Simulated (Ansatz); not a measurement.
# [HO2]− (hydroperoxide(1-)): PBE0/STO-3G

What is the vertical ionisation energy of [HO2]− (hydroperoxide(1-)) at PBE0/STO-3G? 

The calculation is run with Ansatz 0.2.0.

8 further runs of the same task are left out: 8 that didn't finish.

**1. Starting point**

The species is [HO2]− (3 atoms), meant as a singlet with charge -1. As SMILES, `[O-]O`. The coordinates come from a GFN2-xTB relaxation.

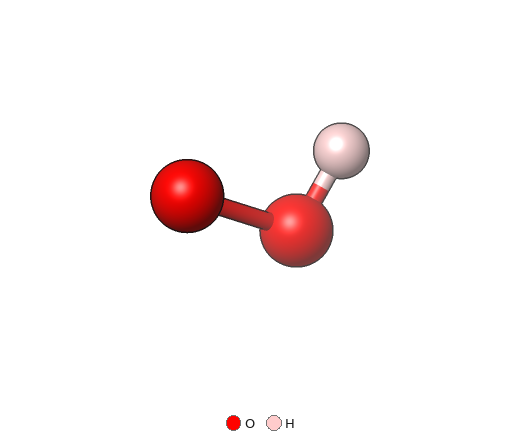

The structure, seen from a chosen angle (oxygen red, hydrogen pink).

**2. The energy at PBE0/STO-3G**

run.yaml reads:

```yaml
crystal:
  periodic: [false, false, false]
  atoms:
    - {symbol: O, position_ang: [-0.355040, 1.013280, -0.080710]}
    - {symbol: O, position_ang: [-0.244450, -0.436620, -0.180910]}
    - {symbol: H, position_ang: [0.599490, -0.576670, 0.261620]}
basis:
  gaussian:
    orbitals: STO-3G
total_charge: -1
hamiltonian:
  xc: pbe0
accuracy: high
```

Launch:

```sh
$ ansatz run run.yaml --threads 1 --pin off --max-ram 2610MiB --events-out events.jsonl --progress --plain --runs-dir runs
```

What it wrote:

```text
Warning: RAYON_NUM_THREADS=1 ignored (pool sized by the plan → 1); use --threads N
Functional definition: PBE0
  name "PBE0"
  parameter a = 0.25
  parameter kappa = 0.804
  parameter beta = 0.06672455060314922
  exchange = (1 - a)*pbe_x(kappa = kappa, mu = beta*pi^2/3) + a*exact_x
  correlation = pbe_c(beta = beta)
168 factors; integrals over basis functions are off by at most 4.4e-8 eV
mean field evaluation 1: about -4037.8831 eV, gradient 2.4e1 eV
mean field evaluation 2: about -4038.1932 eV, gradient 2.2e1 eV
mean field evaluation 4: about -4039.9094 eV, gradient 2.3e-1 eV
mean field evaluation 8: about -4039.9223 eV, gradient 3.5e-4 eV
mean field evaluation 16: about -4039.9223 eV, gradient 4.2e-9 eV
mean field -4039.92226312 eV, -148.4644048121 hartree, gradient 4.2e-9 eV, S^2 0.000000; 0 other end points of the search recorded, 0 dependent functions left out
reference -4039.92226388 eV, -148.4644048399 hartree; 9, 9 occupied and 2, 2 virtual orbitals, 168 factors
Total energy: -4039.92226388 eV, -148.4644048399 hartree
```

Run time: 0.44 s. Hardware: 1 thread of Arm Neoverse V1, shared host.

**3. Doublet neutral HO2 at the same level**

input.yaml reads:

```yaml
crystal:
  periodic: [false, false, false]
  atoms:
    - {symbol: O, position_ang: [-0.355040, 1.013280, -0.080710]}
    - {symbol: O, position_ang: [-0.244450, -0.436620, -0.180910]}
    - {symbol: H, position_ang: [0.599490, -0.576670, 0.261620]}
basis:
  gaussian:
    orbitals: STO-3G
magnetization:
  spin_polarized: true
  initial_magnetization: 1
hamiltonian:
  xc: pbe0
accuracy: high
```

Launch:

```sh
$ ansatz run input.yaml --threads 1 --pin off --max-ram 2610MiB --events-out events.jsonl --progress --plain --runs-dir runs
```

What it wrote, cut to the lines that bear on the results:

```text
Warning: RAYON_NUM_THREADS=1 ignored (pool sized by the plan → 1); use --threads N
[... 7 set-up lines as earlier in the session ...]
168 factors; integrals over basis functions are off by at most 4.4e-8 eV
mean field evaluation 1: about -4045.0161 eV, gradient 1.3e1 eV
mean field evaluation 2: about -4043.5869 eV, gradient 2.0e1 eV
mean field evaluation 4: about -4046.3826 eV, gradient 7.1e-1 eV
mean field evaluation 8: about -4046.3907 eV, gradient 2.6e-2 eV
mean field evaluation 16: about -4046.3907 eV, gradient 1.2e-6 eV
mean field -4046.39069179 eV, -148.7021151812 hartree, gradient 5.1e-8 eV, S^2 0.751744; 1 other end points of the search recorded, 0 dependent functions left out
reference -4046.39069259 eV, -148.7021152107 hartree; 9, 8 occupied and 2, 3 virtual orbitals, 168 factors
Total energy: -4046.39069259 eV, -148.7021152107 hartree
```

It took 0.78 s on 1 thread of Arm Neoverse V1, shared host.

**4. Results**

Level: PBE0/STO-3G.

| quantity | value |
| --- | --- |
| singlet [HO2]−: total energy | -148.46440 Eh |
| doublet neutral HO2: total energy | -148.70212 Eh |
| doublet neutral HO2: ⟨S²⟩ | 0.752 |
| vertical detachment energy (to the doublet neutral) | -6.468 eV |

**Reading.** The species is unbound against losing an electron at this level, by 6.47 eV (−149 kcal/mol); missing correlation or diffuse functions can give that sign where the real anion is bound. In a minimal basis such a difference can be off by several eV, whatever the method.
